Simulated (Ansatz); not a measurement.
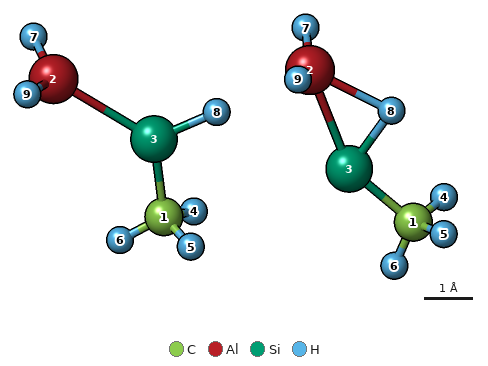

Two geometries of CH₆AlSi (charge +1), drawn at one scale. One is the start of a relaxation, the other its converged end. The picture is a ball-and-stick view, seen from a free direction.

Method: RKS PBE0-D4/def2-TZVP (Ansatz). Set-up: force threshold 0.005 eV/Å; at most 200 steps.

> Which one is relaxed?

The left one is the relaxed one. It is one of the separated reactants of a reaction. The energy falls by 14.2 kcal/mol in 23 accepted moves (24 points after the start). The largest force component goes from 0.55 to 0.0032 eV/Å. The line search rejected the trial step at point 16 of the run. The largest move after the best rigid fit is that of H8, 1.47 Å. Largest moves by element: H 1.47 Å, Si 1.25 Å, Al 0.35 Å, C 0.18 Å. Some distances before and after: Al2–H8 1.955 → 3.539 Å, Si3–H8 1.643 → 1.488 Å, Al2–Si3 2.428 → 2.534 Å, C1–Si3 1.855 → 1.831 Å. Bond angles that change, for instance: Al2–Si3–H8 53.2° → 121.1°, C1–Si3–Al2 152.7° → 129.0°, H7–Al2–H9 149.8° → 136.6°. The run took 65 s on 2 threads of Arm Neoverse V2 (shared host).
